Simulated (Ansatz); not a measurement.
**AsH2 (SMILES [AsH2]): U-wB97M-V/cc-pVTZ**

What is the energy change on altering one bond length of AsH2 at U-wB97M-V/cc-pVTZ? 

The results are computed with Ansatz 0.2.0.

34 further runs of the same task are left out: 34 set aside as unsound or not needed.

## (1) The structure to begin with

The species is AsH2 (3 atoms), meant as a doublet with charge 0. As SMILES, `[AsH2]`. The coordinates come from a PBE0-D4/def2-TZVP relaxation.

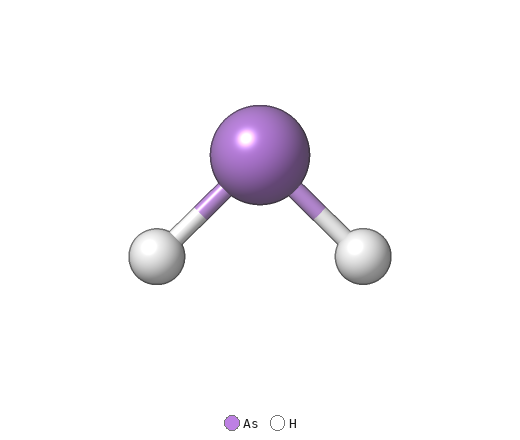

The structure, seen from a chosen angle (arsenic purple, hydrogen white).

## (2) A single-point energy at U-wB97M-V/cc-pVTZ

Contents of in.yaml:

```yaml
crystal:
  periodic: [false, false, false]
  atoms:
    - symbol: As
      position_ang: [-0.573310, 0.327430, -0.274790]
    - symbol: H
      position_ang: [0.680410, 0.795730, 0.459110]
    - symbol: H
      position_ang: [-0.107090, -1.123160, -0.184320]
basis:
  gaussian:
    orbitals: cc-pVTZ
magnetization:
  spin_polarized: true
  initial_magnetization: 1
accuracy: high
output: {orbitals: {seedname: orbitals}}
hamiltonian:
  xc: {name: wB97M-V}
```

The run is started by

```
$ ansatz run in.yaml --threads 1 --pin off --max-ram 3480MiB --events-out events.jsonl --progress --plain --runs-dir runs
```

The program printed:

```text
Warning: RAYON_NUM_THREADS=1 ignored (pool sized by the plan → 1); use --threads N
Functional definition: wB97M-V
  name "wB97M-V"
  parameter omega = 0.3/bohr
  parameter cx = 0.15
  parameter cx01 = 1.007
  parameter cx10 = 0.259
  parameter css00 = 0.443
  parameter css04 = -1.437
  parameter css10 = -4.535
  parameter css20 = -3.390
  parameter css43 = 4.278
  parameter cos00 = 1.000
  parameter cos10 = 1.358
  parameter cos20 = 2.924
  parameter cos21 = -8.812
  parameter cos60 = -1.390
  parameter cos61 = 9.142
  parameter b = 6.0
  parameter c = 0.01
  gx(w, u) = 1 - cx + cx01*u + cx10*w
  gss(w, u) = css00 + css04*u^4 + css10*w + css20*w^2 + css43*w^4*u^3
  gos(w, u) = cos00 + cos10*w + (cos20 + cos21*u)*w^2 + (cos60 + cos61*u)*w^6
  exchange = spin_sum(e_x_unif_sr(omega)*gx(b97_w, b97_u_x)) + cx*exact_x_sr(omega) + exact_x_lr(omega)
  correlation = spin_sum(e_c_pw_mod_same_spin*gss(b97_w, b97_u_same))
      + integral(e_c_pw_mod_opposite_spin*gos(b97_w_opposite, b97_u_opposite)) + vv10(b, c)
1046 factors; integrals over basis functions are off by at most 4.4e-9 eV
211 factors; integrals over basis functions are off by at most 2.5e-9 eV
mean field evaluation 1: about -60870.2120 eV, gradient 4.9e0 eV
mean field evaluation 2: about -60870.3193 eV, gradient 2.3e0 eV
mean field evaluation 4: about -60870.3329 eV, gradient 6.8e-1 eV
mean field evaluation 8: about -60870.3485 eV, gradient 2.4e-2 eV
mean field evaluation 16: about -60870.3485 eV, gradient 4.6e-5 eV
mean field -60870.34848281 eV, -2236.9440473393 hartree, gradient 6.9e-8 eV, S^2 0.753168; 0 other end points of the search recorded, 0 dependent functions left out
reference -60870.34848584 eV, -2236.9440474507 hartree; 18, 17 occupied and 53, 54 virtual orbitals, 1046 factors
Total energy: -60870.34848584 eV, -2236.9440474507 hartree
```

It took 14 s on 1 thread of Intel Xeon 6975P-C (Granite Rapids), shared host; peak memory 0.47 GiB.

## (3) The distorted shape at the same level

Contents of input.yaml:

```yaml
crystal:
  periodic: [false, false, false]
  atoms:
    - symbol: As
      position_ang: [-1.576269, -0.047204, -0.861900]
    - symbol: H
      position_ang: [0.680410, 0.795730, 0.459110]
    - symbol: H
      position_ang: [-1.110049, -1.497794, -0.771430]
basis:
  gaussian:
    orbitals: cc-pVTZ
magnetization:
  spin_polarized: true
  initial_magnetization: 1
hamiltonian:
  xc: {name: wB97M-V}
accuracy: high
output: {orbitals: {seedname: orbitals}}
```

The run is started by

```
$ ansatz run input.yaml --threads 1 --pin off --max-ram 3480MiB --events-out events.jsonl --progress --plain --runs-dir runs
```

The program printed, cut to the lines that bear on the results:

```text
Warning: RAYON_NUM_THREADS=1 ignored (pool sized by the plan → 1); use --threads N
Functional definition: wB97M-V
  name "wB97M-V"
[...]
  gx(w, u) = 1 - cx + cx01*u + cx10*w
  gss(w, u) = css00 + css04*u^4 + css10*w + css20*w^2 + css43*w^4*u^3
  gos(w, u) = cos00 + cos10*w + (cos20 + cos21*u)*w^2 + (cos60 + cos61*u)*w^6
[...]
      + integral(e_c_pw_mod_opposite_spin*gos(b97_w_opposite, b97_u_opposite)) + vv10(b, c)
968 factors; integrals over basis functions are off by at most 4.4e-9 eV
227 factors; integrals over basis functions are off by at most 2.2e-9 eV
[...]
mean field -60867.50451252 eV, -2236.8395333586 hartree, gradient 3.7e-8 eV, S^2 1.452331; 6 other end points of the search recorded, 0 dependent functions left out
reference -60867.50451572 eV, -2236.8395334763 hartree; 18, 17 occupied and 53, 54 virtual orbitals, 968 factors
Total energy: -60867.50451572 eV, -2236.8395334763 hartree
```

Wall time 48 s (1 thread of Intel Xeon 6975P-C (Granite Rapids), shared host); peak memory 0.48 GiB.

## (4) Summary of results

At U-wB97M-V/cc-pVTZ:

| quantity | value |
| --- | --- |
| first shape: total energy | -2236.94405 Eh |
| first shape: HOMO energy (highest over α and β) | -8.86 eV |
| first shape: LUMO energy (lowest over α and β) | -1.21 eV |
| first shape: ⟨S²⟩ | 0.753 |
| distorted shape: total energy | -2236.83953 Eh |
| distorted shape: HOMO energy (highest over α and β) | -9.13 eV |
| distorted shape: LUMO energy (lowest over α and β) | -1.20 eV |
| distorted shape: ⟨S²⟩ | 1.452 |
| energy change with the As1–H2 bond stretched from 1.526 to 2.747 Å | 2.844 eV |

In words: With the As1–H2 bond stretched from 1.526 to 2.747 Å the energy rises by 2.84 eV (66 kcal/mol). The first shape isn't relaxed at this level, so the change isn't measured from a minimum. ⟨S²⟩ (distorted shape) is 1.45 where a pure doublet has 0.75: the reference is spin-contaminated.
